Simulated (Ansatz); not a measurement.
# Lattice dynamics of Nb2NF2 monolayer, part 2 of 2

How does Nb2NF2 monolayer vibrate, and is this structure a minimum?

Ansatz 0.2.0; DFT PBE, scalar-relativistic, plane waves, PAW.

So far. Step 4 (Relaxing to small forces for the phonons): The largest force component left is 0.011 meV/Å, within the tolerances set.

### Step 5. Zone-centre response

The zone centre comes first: it holds the modes that light can see, as far as symmetry allows. No field response is asked, since the mesh shows no gap.

input.yaml reads:

```yaml
crystal:
  lattice:
    - [3.2735700569, 0.0, 0.0]
    - [-1.6367850284, 2.8349948303, 0.0]
    - [0.0, 0.0, 33.2]
  atoms:
    - { symbol: "N", position: [0.0, 0.0, 0.3012048193] }
    - { symbol: Nb, position: [0.3333333333, 0.6666666667, 0.3318289633] }
    - { symbol: Nb, position: [0.6666666667, 0.3333333333, 0.2705806753] }
    - { symbol: F, position: [0.6666666667, 0.3333333333, 0.3715046654] }
    - { symbol: F, position: [0.3333333333, 0.6666666667, 0.2309049732] }
  periodic: [true, true, false]
kpoints:
  mp_grid: { grid: [12, 12, 1] }
hamiltonian:
  xc: pbe
scf:
  occupations: { method: methfessel_paxton, width: 0.15 }
output:
  eigenvalues: true
phonons:
  method: dfpt
```

The run is started by

```bash
ansatz run input.yaml --threads 8 --pin off --max-ram 14336MiB --backend cpu --events-out ev --progress --plain --runs-dir out
```

Numbers of over 12 decimals in the logs are rounded to 6 here.

The program printed:

```text
Warning: crystal.symmetry: narrowed to the stabiliser of the run's FFT grids — unitary ops 12 → 6. A phonons.method: dfpt run fills in the rows of the dynamical matrix that it does not solve by its symmetry operations, which is exact only for operations that map its FFT grids onto themselves: filled in by any other, the frequencies could depend on the order in which like atoms are typed, or, by more than the grids' own error, on where the crystal sits among the grids' points. Excluded: 6 operations. The run can therefore solve more perturbations, solve them on more k-points, or both, and cost more. [rest of the remark cut]
[...]
Crystal: 5 atoms, lattice volume = 308.114 Å³
Basis set: ecut = 420 eV, 6135 PW (Γ), exchange–correlation on 48×48×450 points (8 copies of the dense FFT grid, shifted against one another)
Bands: 28, of which v1, the nominal top of the filled ones, is band 23 counted from 1 (22 counted from 0)
Symmetry: 12 space group operations
k-points: 43 of 144 (irreducible under 2 space group operations, time reversal used)
[...]
SCF iter   1: F=—  HF=-11108.533451 eV  |F-HF|=—  |Δ(HF+E_count)|=         —  Δρ=4.70e-3  dr2=4.30e-2  ethr=1.77e-3  ⟨swp⟩=11.6  Hψ=8729  notcnv=0
[...]
SCF iter  10: F=-11108.529466 eV  HF=-11108.529466 eV  |F-HF|=1.33e-10  |Δ(HF+E_count)|=  7.46e-10  S|Δr|=    0.00e0  Δρ=2.25e-8  dr2=6.13e-13  ethr=1.00e-12  ⟨swp⟩=18.1  Hψ=9967  notcnv=0
SCF 1 converged in 10 iterations: F = -11108.529466 eV  dr2 = 6.13e-13
[...]
DFPT response loops at Γ: preconditioner auto → none (partly filled bands, converged f_vac=0.785); β = 0.50; Broyden in place of MSR1
SCF converged after 10 iterations
[...]
Free energy (F): -11108.529466 eV
[...]
Internal energy: -11108.533694 eV  (E = F + TS)
E sigma→0 (E₀):  -11108.530523 eV
Entropy (-TS):   0.004228 eV (0.846 meV/atom)
Fermi energy:    -3.940491 eV
[...]
--- Band table (eV; the first three rows and the last of 43) ---
  k-point 0: bands = [... 19 lower, -9.8475, -6.1868, -6.1868, -4.0623, -3.6367, -2.7211, -2.7211, -2.3178, ... 1 higher]
  k-point 1: bands = [... 19 lower, -9.8182, -6.3138, -6.0574, -4.1086, -3.4616, -2.8381, -2.7279, -2.5671, ... 1 higher]
  k-point 2: bands = [... 19 lower, -9.7982, -6.5957, -5.6972, -4.2909, -3.3914, -2.6813, -2.6083, -2.4786, ... 1 higher]
  k-point 42: bands = [... 19 lower, -9.9069, -6.2691, -5.7801, -3.8069, -2.5433, -2.4029, -1.8411, -1.7526, ... 1 higher]
--- Phonons (Γ-DFPT): 10 representative perturbations + reference, on 43 of 144 k-points (Σ response iterations 52) ---
  ASR residual: 4.440e-5 → 0.000e0 eV/Å²; symmetrization residual: 1.021e-5 eV/Å²
  The last average, over the group as it would stand without the narrowing to the FFT grids, took up to 2.657e-6 eV/Å² of the zone centre's force constants
  ASR residual per site (eV/Å²): 4.44e-5 2.30e-5 2.57e-5 7.49e-6 5.13e-6
  Γ frequencies (cm⁻¹): 0.00 0.00 0.00 154.29 154.29 209.57 209.57 240.90 240.90 271.68 324.01 391.52 418.38 625.83 625.83
  non-analytic LO–TO correction: not included (Born effective charges unavailable; polar crystals: no LO–TO splitting at Γ)
```

Wall time 76 s (8 threads of Arm Neoverse V1, shared host); peak memory 1.7 GiB.

The column dr2 measures how far the density is from self-consistency, as an energy; F and HF (Harris–Foulkes) agree once it is small.

Numbers from this step:

```
sum-rule residual before enforcement                    : 4.44e-5 eV/Å²
point group                                             : -3m
highest optical mode at the zone centre (no LO-TO term) : 625.8 cm⁻¹
lowest optical zone-centre mode                         : 154.3 cm⁻¹
```

Patterns of degenerate modes are one choice out of their space. Modes at Γ, with each element's share of the kinetic energy:

```
mode  frequency (cm⁻¹)  symmetry  N %  Nb %  F %
   1               0.0  acoustic    6    78   16
   2               0.0  acoustic    6    78   16
   3               0.0  acoustic    6    78   16
   4             154.3        Eg    0    63   37
   5             154.3        Eg    0    63   37
   6             209.6        Eu    0    16   84
   7             209.6        Eu    0    16   84
   8             240.9        Eg    0    37   63
   9             240.9        Eg    0    37   63
  10             271.7       A1g    0    48   52
  11             324.0       A2u   76    14    9
  12             391.5       A2u   18     8   75
  13             418.4       A1g    0    52   48
  14             625.8        Eu   94     6    0
  15             625.8        Eu   94     6    0
```

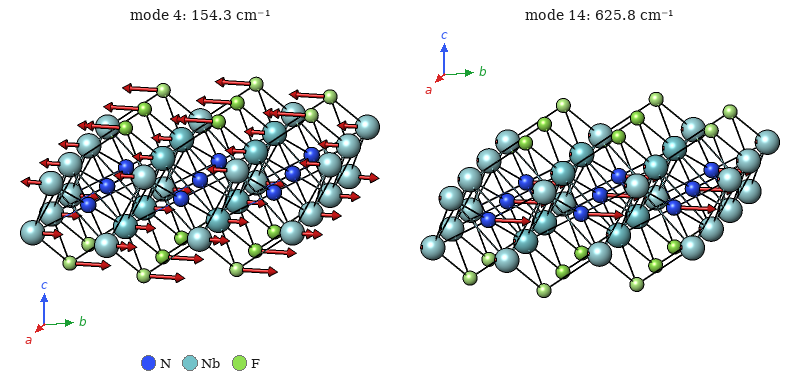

Displacement patterns of modes 4 and 14 at Γ; arrows are exaggerated. 2×2×1 cells are drawn. Some periodic images of atoms are drawn too.

Before it was imposed, the acoustic sum rule was missed by 4.4e-5 eV/Å². Small misses are needed for a sound result but don't prove that mesh and cutoff are converged. The lowest optical mode is real, 154 cm⁻¹.

### Step 6. Phonons on a q mesh

Stability and thermal properties need the whole zone. Linear response on a 6×6×1 q mesh gives force constants as far as a supercell of that size would.

input.yaml, as its differences from that of step 5:

```diff
@@ -22 +22,10 @@
   method: dfpt
+  qmesh: [6, 6, 1]
+  temperatures: { t_max: 1000, t_step: 50 }
+  qpath:
+    path:
+      - [0.0, 0.0, 0.0]
+      - [0.5, 0.0, 0.0]
+      - [0.33333333, 0.33333333, 0.0]
+      - [0.0, 0.0, 0.0]
+    npoints: 10
```

The program printed:

```text
[...]
Crystal: 5 atoms, lattice volume = 308.114 Å³
Basis set: ecut = 420 eV, 6135 PW (Γ), exchange–correlation on 48×48×450 points (8 copies of the dense FFT grid, shifted against one another)
Bands: 28, of which v1, the nominal top of the filled ones, is band 23 counted from 1 (22 counted from 0)
Symmetry: 12 space group operations
k-points: 19 of 144 (irreducible under 6 space group operations, time reversal used)
[...]
SCF iter   1: F=—  HF=-11108.532962 eV  |F-HF|=—  |Δ(HF+E_count)|=         —  Δρ=4.71e-3  dr2=4.30e-2  ethr=1.77e-3  ⟨swp⟩=11.7  Hψ=3866  notcnv=0
[...]
SCF iter  10: F=-11108.529466 eV  HF=-11108.529466 eV  |F-HF|=3.09e-11  |Δ(HF+E_count)|=  7.06e-10  S|Δr|=    0.00e0  Δρ=2.25e-8  dr2=6.22e-13  ethr=1.00e-12  ⟨swp⟩=17.9  Hψ=4467  notcnv=0
SCF 1 converged in 10 iterations: F = -11108.529466 eV  dr2 = 6.22e-13
[...]
phonons: the bands overlap, so this run is a metal and interpolates without the dipole-dipole term. If the crystal is really an insulator or semiconductor, its LO-TO splitting is missing
NSCF: frozen V_eff on 19 k-points
[...]
DFPT response loops at q = (0, 0, 0) (fractional): preconditioner auto → none (partly filled bands, converged f_vac=0.785); β = 0.50; Broyden in place of MSR1
[...]
SCF converged after 10 iterations
[...]
Free energy (F): -11108.529466 eV
[...]
Internal energy: -11108.533694 eV  (E = F + TS)
E sigma→0 (E₀):  -11108.530523 eV
Entropy (-TS):   0.004228 eV (0.846 meV/atom)
Fermi energy:    -3.940490 eV
[...]
--- Band table (eV; the first three rows and the last of 19) ---
  k-point 0: bands = [... 19 lower, -9.8475, -6.1868, -6.1868, -4.0623, -3.6367, -2.7211, -2.7211, -2.3178, ... 1 higher]
  k-point 1: bands = [... 19 lower, -9.8182, -6.3138, -6.0574, -4.1086, -3.4616, -2.8381, -2.7279, -2.5671, ... 1 higher]
  k-point 2: bands = [... 19 lower, -9.7982, -6.5957, -5.6972, -4.2909, -3.3914, -2.6813, -2.6083, -2.4786, ... 1 higher]
  k-point 18: bands = [... 19 lower, -9.9514, -5.3999, -5.3999, -5.3605, -2.2849, -2.2849, -1.9622, -0.9340, ... 1 higher]
--- Phonons (Γ-DFPT): 10 representative perturbations + reference (Σ response iterations 52) ---
  ASR residual: 3.009e-5 → 0.000e0 eV/Å²; symmetrization residual: 4.490e-6 eV/Å²
[...]
ASR residual per site (eV/Å²): 3.01e-5 7.26e-6 8.92e-6 6.54e-6 6.74e-6
[...]
--- Phonons (arbitrary-q DFPT): 7 irreducible q on the 6×6×1 mesh ---
  q = [0.0000, 0.0000, 0.0000] (star 1, of the zone-centre solve; hermiticity 3.44e-7, symmetrization 4.87e-11, taken by the last average 8.83e-8): -0.00 -0.00 0.00 154.29 154.29 209.57 209.57 240.90 240.90 271.68 324.01 391.52 418.38 625.83 625.83
  q = [0.0000, 0.1667, 0.0000] (star 6, 15 solved perturbations on 78 of 144 k-point pairs; hermiticity 5.62e-7, symmetrization 9.02e-11, taken by the last average 5.66e-7): -89.18 -38.85 50.09 121.75 149.02 215.96 221.85 233.49 234.04 257.73 341.51 373.63 380.89 619.91 626.41
[...]
q = [0.1667, 0.1667, 0.0000] (star 6, 10 solved perturbations in 1110 linear systems a pass and spin channel, the states on 144 of 144 k-point pairs; hermiticity 2.13e-7, symmetrization 2.05e-10, taken by the last average 6.56e-7): -127.39 -50.68 117.98 138.52 171.80 212.47 220.48 221.29 231.87 262.28 335.96 346.49 403.53 631.05 633.43
[...]
sum rule: each row above includes the acoustic sum rule's correction from the zone centre's row sums; it moved no ω² by more than (0.76 cm⁻¹)²
  mesh force constants: q→R imaginary residual 2.81e-18; ASR residual 3.009e-5 → 0.000e0 eV/Å²; symmetrization residual 7.105e-15 eV/Å²
  interpolated dispersion: 31 rows × 15 modes
  density of states and harmonic sums: on the 24×24×1 q-mesh, interpolated from the force constants of a 6×6×1 supercell (no non-analytic term)
  largest difference from the sums on the solved wave vectors: F 3.10e-2 eV, S 4.04e-5 and C_V 9.42e-6 eV/K
  zero-point energy: 0.244028 eV/cell   skipped modes (ω ≤ 0): 122, of them read as no rigid motion or as one in doubt: 119 (1.969e0 modes/cell left out, lowest -163.37 cm⁻¹)   left out of the sums: 1.32e-1 of the cell's modes: C_V's classical limit lies that fraction below 3 k_B per atom; for a crystal, a wire or a layer, F and S can be off by more, and a phonons.interpolated_qmesh denser along its periods is the remedy for the sampling
```

Elapsed: 17 min, on 8 threads; peak memory 3.1 GiB; 2.3 h of CPU time.

This step gave:

| Quantity | Value |
| --- | --- |
| sum-rule residual before enforcement | 3.01e-5 eV/Å² |
| lowest frequency on the path | -163.4 cm⁻¹ |
| highest frequency on the path or at a solved wavevector | 642.6 cm⁻¹ |
| lowest mode on the q mesh (acoustic modes at Γ apart) | -163.4 cm⁻¹ |

Frequencies (cm⁻¹) solved at each irreducible wavevector; negative means imaginary. Frequencies by wavevector, by row:

```csv
q in reciprocal lattice units,star,mode 1,mode 2,mode 3,mode 4,mode 13,mode 14,mode 15
0 0 0,1,0,0,0,154.3,418.4,625.8,625.8
0 0.1667 0,6,-89.2,-38.9,50.1,121.8,380.9,619.9,626.4
0 0.3333 0,6,-121.5,-26.4,126.3,154.8,417.6,631.5,637.2
0 -0.5 0,3,-163.4,-61.8,163.8,175.2,439.4,618.5,633.5
0.1667 0.1667 0,6,-127.4,-50.7,118,138.5,403.5,631,633.4
0.1667 0.3333 0,12,-144,-75.1,134.6,164.9,431.1,628,639.1
0.3333 0.3333 0,2,-122.5,-23.9,-23.9,193,436.8,640.5,640.5
```

Interpolated from a 6×6×1 q mesh. The phonon branches at the labelled points (cm⁻¹):

```csv
point,branch 1,branch 2,branch 3,branch 4,branch 12,branch 13,branch 14,branch 15
Γ,0,0,0,154,392,418,626,626
M,-163,-62,164,175,350,439,618,634
K,-122,-24,-24,193,327,437,640,640
Γ,0,0,0,154,392,418,626,626
```

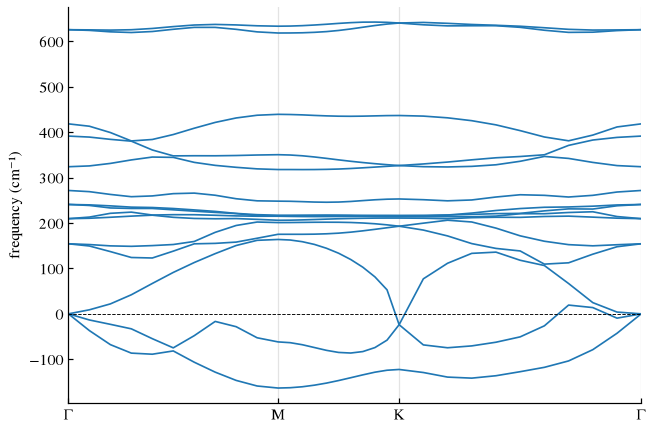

Phonon branches along the path.

The phonon density of states has structure finer than the step of the table below, so its rows give means over 50 cm⁻¹, whole bins alone (the curve runs from -165 to 645 cm⁻¹). Peaks (cm⁻¹: height): 155.0: 0.0507, 215.0: 0.231, 345.0: 0.0756, 435.0: 0.0362, 635.0: 0.107.

Tetrahedra on a 24×24×1 mesh, mean over bins of 10 cm-1. Interpolated from a 6×6×1 q mesh. Phonon density of states against wavenumber; means over each step:

| wavenumber (cm⁻¹) | phonon density of states (1/cm⁻¹/cell) |
| --- | --- |
| -100 | 0.00995 |
| -50 | 0.0149 |
| 0 | 0.00384 |
| 50 | 0.00237 |
| 100 | 0.00943 |
| 150 | 0.0318 |
| 200 | 0.0771 |
| 250 | 0.0383 |
| 300 | 0.00792 |
| 350 | 0.0303 |
| 400 | 0.0128 |
| 450 | 0.00905 |
| 500 | 0 |
| 550 | 0 |
| 600 | 0.00869 |

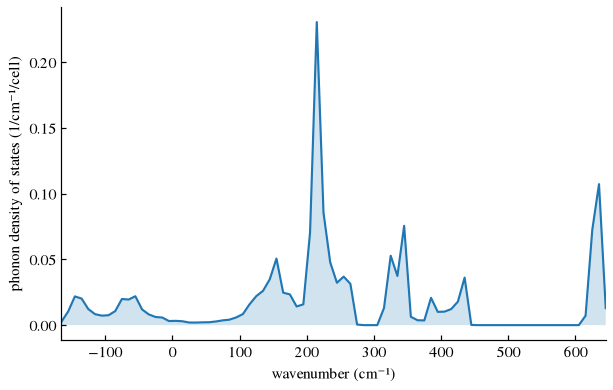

Phonon density of states against wavenumber.

The partial phonon density of states has structure finer than the step of the table below, so its rows give means over 50 cm⁻¹, whole bins alone (the curve runs from -172 to 672 cm⁻¹). Peaks (cm⁻¹: height): F 215.4: 0.148, 342.8: 0.0397; N 433.0: 0.0191, 634.8: 0.0779; Nb -140.3: 0.0134, -60.6: 0.0166, 151.7: 0.0352, 210.1: 0.0315, 257.9: 0.0281, 342.8: 0.0116, 433.0: 0.00787.

Phonopy on the run's constants, 19x19x1 mesh, Gaussian sigma 6.0 cm-1. Interpolated from a 6×6×1 q mesh. Partial phonon density of states against wavenumber; means over each step; values in 1/cm⁻¹/cell:

| wavenumber (cm⁻¹) | F | N | Nb |
| --- | --- | --- | --- |
| -100 | 0.00123 | 0.00164 | 0.00737 |
| -50 | 0.00179 | 0.00178 | 0.0113 |
| 0 | 6.0e-4 | 3.2e-4 | 0.00269 |
| 50 | 4.8e-4 | 1.4e-4 | 0.00190 |
| 100 | 0.00163 | 3.4e-4 | 0.00759 |
| 150 | 0.00643 | 4.2e-4 | 0.0246 |
| 200 | 0.0527 | 3.6e-4 | 0.0217 |
| 250 | 0.0217 | 1.8e-4 | 0.0185 |
| 300 | 0.00714 | 2.5e-4 | 0.00146 |
| 350 | 0.0217 | 0.00198 | 0.00617 |
| 400 | 0.00292 | 0.00631 | 0.00358 |
| 450 | 3.1e-4 | 0.00598 | 0.00247 |
| 500 | 0 | 0 | 0 |
| 550 | 0 | 0 | 0 |
| 600 | 3.1e-5 | 0.00928 | 7.3e-4 |

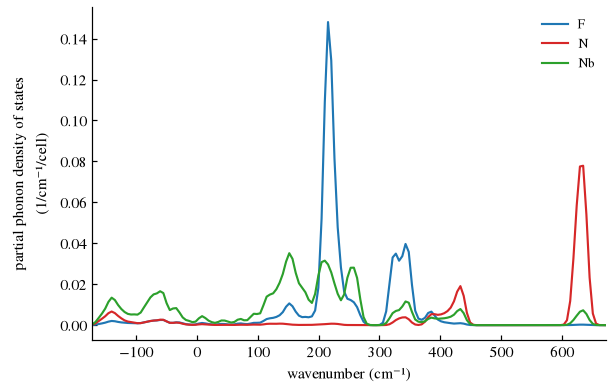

Partial phonon density of states against wavenumber.

Symmetry leaves 7 wavevectors to solve. The lowest mode among them, the acoustic zeros apart, lies at q = (0, -0.5, 0) and is imaginary, 163.4i cm⁻¹, so the energy falls along it.

### Step 7. Another isotope

An isotope changes the mass and not the force constants, so no new electronic calculation is needed; the shifts show which modes move this element.

The same force constants with the mass of N changed from 14.007 to 15.000 u (phonopy, no LO-TO term). Both lists are sorted by frequency; levels can cross, so a row need not hold one and the same mode. Modes under 3 cm⁻¹ are left out. Isotope shifts, by row, the first 40 of 57 rows:

| q | rank | natural mass (cm⁻¹) | changed mass (cm⁻¹) |
| --- | --- | --- | --- |
| 0 0 0 | 4 | 154.3 | 154.3 |
| 0 0 0 | 5 | 154.3 | 154.3 |
| 0 0 0 | 6 | 209.6 | 209.5 |
| 0 0 0 | 7 | 209.6 | 209.5 |
| 0 0 0 | 8 | 240.9 | 240.9 |
| 0 0 0 | 9 | 240.9 | 240.9 |
| 0 0 0 | 10 | 271.7 | 271.7 |
| 0 0 0 | 11 | 324 | 315.4 |
| 0 0 0 | 12 | 391.5 | 389.5 |
| 0 0 0 | 13 | 418.4 | 418.4 |
| 0 0 0 | 14 | 625.8 | 606.1 |
| 0 0 0 | 15 | 625.8 | 606.1 |
| 0 0.1667 0 | 1 | -89.18 | -88.94 |
| 0 0.1667 0 | 2 | -38.85 | -38.63 |
| 0 0.1667 0 | 3 | 50.09 | 50.01 |
| 0 0.1667 0 | 4 | 121.8 | 121.5 |
| 0 0.1667 0 | 5 | 149 | 149 |
| 0 0.1667 0 | 6 | 216 | 215.9 |
| 0 0.1667 0 | 7 | 221.8 | 221.8 |
| 0 0.1667 0 | 8 | 233.5 | 233.4 |
| 0 0.1667 0 | 9 | 234 | 234 |
| 0 0.1667 0 | 10 | 257.7 | 257.7 |
| 0 0.1667 0 | 11 | 341.5 | 336.2 |
| 0 0.1667 0 | 12 | 373.6 | 373.6 |
| 0 0.1667 0 | 13 | 380.9 | 376.5 |
| 0 0.1667 0 | 14 | 619.9 | 600.9 |
| 0 0.1667 0 | 15 | 626.4 | 607 |
| 0 0.3333 0 | 1 | -121.5 | -120.2 |
| 0 0.3333 0 | 2 | -26.35 | -26.27 |
| 0 0.3333 0 | 3 | 126.3 | 126.3 |
| 0 0.3333 0 | 4 | 154.8 | 154.8 |
| 0 0.3333 0 | 5 | 173.2 | 173 |
| 0 0.3333 0 | 6 | 209.5 | 209.5 |
| 0 0.3333 0 | 7 | 217.6 | 217.5 |
| 0 0.3333 0 | 8 | 224.3 | 224.3 |
| 0 0.3333 0 | 9 | 226.8 | 226.6 |
| 0 0.3333 0 | 10 | 263.3 | 263.3 |
| 0 0.3333 0 | 11 | 328.8 | 328.8 |
| 0 0.3333 0 | 12 | 348.1 | 347.8 |
| 0 0.3333 0 | 13 | 417.6 | 408.1 |

A mode of this element alone would shift by -3.37 %. The highest zone-centre frequency without the field goes from 625.8 to 606.1 cm⁻¹ (-3.2 %). The product of the frequency ratios over all optical modes at Γ is 0.908; the product rule, (m/m′)^(3k/2) (M′/M)^(3/2) with k = 1 such atoms and M the mass of the cell, gives 0.908.

### Step 8. Summary of results

| Quantity | Value |
| --- | --- |
| space group after relaxation (within 0.01 Å) | P-3m1 |
| area per atom | 1.86 Å² |
| electronic character | no gap on this mesh |
| highest optical mode at the zone centre (no LO-TO term) | 626 cm⁻¹ |
| lowest optical zone-centre mode | 154 cm⁻¹ |
| lowest mode on the q mesh (acoustic modes at Γ apart) | -163 cm⁻¹ |
| highest frequency on the path or at a solved wavevector | 643 cm⁻¹ |
| imaginary modes on the 6×6×1 q mesh | yes |

What this shows: Modes are clearly imaginary (beyond 10i cm⁻¹) at 6 of the 7 irreducible wavevectors, most at q = (0, -0.5, 0) (163.4i cm⁻¹), so this structure is not a minimum of the energy. The optical modes at Γ span 154 to 626 cm⁻¹. The highest mode in this list at Γ, 625.8 cm⁻¹, is mostly motion of N (94 % of the kinetic energy). With no gap, or one that is small against the smearing, the frequencies hang on the k mesh and the smearing, most of all near Kohn anomalies. The phonon runs are without spin polarisation, although the cell has an odd electron count. In a sheet or slab the interpolated bending branch near Γ is rough, since the rotational sum rule isn't imposed. The starting cell was built on a prototype and not taken from a measurement. These are harmonic frequencies at zero temperature: anharmonic shifts, linewidths and thermal expansion are left out.

[Logs are printed without paths, hosts, clocks, repeated set-up lines and the standing remarks that a program may print on its own settings, such as how far it seeks lower states.]

[Hosts, paths, dates, database ids (printed as entryN), source tags and the programs' standing remarks are cut or masked in the printed files.]
